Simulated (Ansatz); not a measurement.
CH6BNO

```yaml
atoms:
  - { symbol: B, position_ang: [0.0059, -0.0988, 0.0636] }
  - { symbol: C, position_ang: [-0.0709, -0.0691, 1.6402] }
  - { symbol: H, position_ang: [-1.0899, -0.1436, 2.0349] }
  - { symbol: H, position_ang: [0.5178, -0.8890, 2.0685] }
  - { symbol: H, position_ang: [0.3700, 0.8586, 2.0253] }
  - { symbol: O, position_ang: [1.2636, -0.0834, -0.5007] }
  - { symbol: H, position_ang: [1.2370, -0.0989, -1.4644] }
  - { symbol: N, position_ang: [-1.1662, -0.1347, -0.7274] }
  - { symbol: H, position_ang: [-2.0837, -0.1454, -0.3122] }
  - { symbol: H, position_ang: [-1.1864, -0.1475, -1.7360] }
```

Theory: RKS PBE0-D4/6-31G* (Ansatz 0.2.0).

**What will maps of the electron density and electron localisation function show?**

B–O (1.38 Å): the density is about 2 e/Å³ at the midpoint; the ELF peaks at about 0.90 between the atoms; a short, strongly polar bond.
B–N (1.41 Å): ρ at the midpoint is about 1.9 e/Å³; the ELF peaks at about 0.95 between the atoms: a polar covalent bond.
C–B (1.58 Å): ρ at the midpoint is about 1.4 e/Å³; the ELF peaks at about 1 between the atoms, as expected for a shared electron pair.
O–H (0.96 Å): ρ at the midpoint is about 3.6 e/Å³; the ELF climbs to about 1 towards the hydrogen, as it does in any bond to H: an ordinary covalent bond to hydrogen.

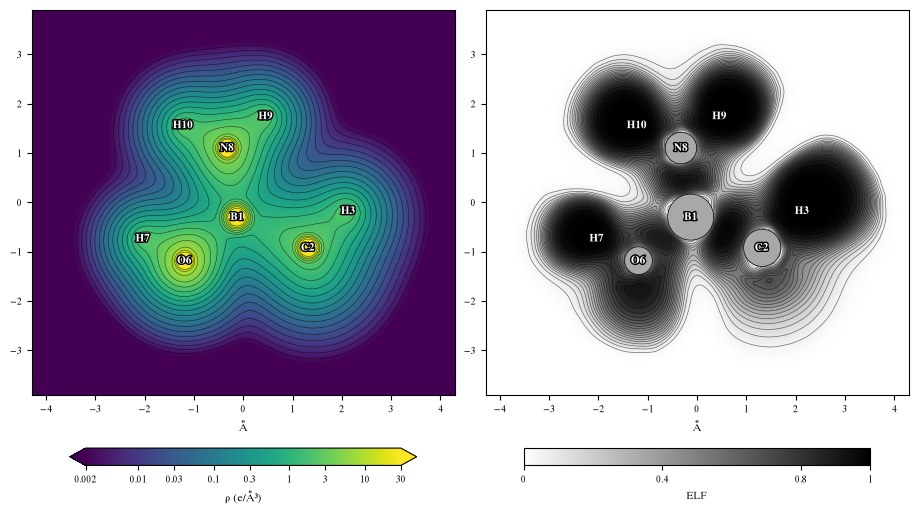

Computed electron density and electron localisation function on the plane of atoms H9, N8 and H10, in this order. Grey discs cover the atomic cores in the ELF map. 
